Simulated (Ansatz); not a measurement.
The figure comes from a scan of SnTe (rock salt): volume and axial ratio are varied about the relaxed values (subscript 0). Level of theory: PBE (plane waves to 420 eV, PAW, scalar-relativistic; Ansatz, a first-principles code). k mesh 13×13×13 (Γ-centred), Fermi-Dirac smearing 0.05 eV. Stress and pressure are positive under compression. SnTe was relaxed with its symmetry unable to fall. Spin-orbit coupling is left out, though Te is heavy. 

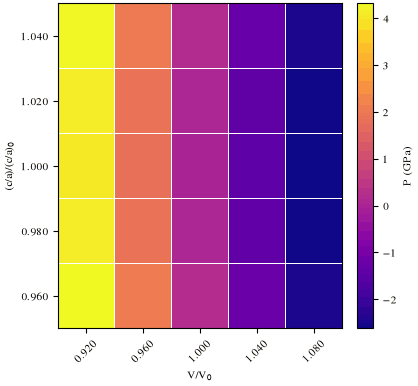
Figure: P (GPa), one tile a computed point.

Problem. Read the plotted values off the figure, to the accuracy that the plot allows.

Solution. To the nearest 1:

P (GPa), with V/V₀ across and (c/a)/(c/a)₀ down:

```tsv
(c/a)/(c/a)₀ \ V/V₀	0.920	0.960	1.000	1.040	1.080
0.960	4	2	0	-1	-2
0.980	4	2	0	-1	-3
1.000	4	2	0	-1	-3
1.020	4	2	0	-1	-3
1.040	4	2	0	-1	-2
```

(Under strain, the slope of the energy per volume gives the stress and its curvature an elastic modulus.)
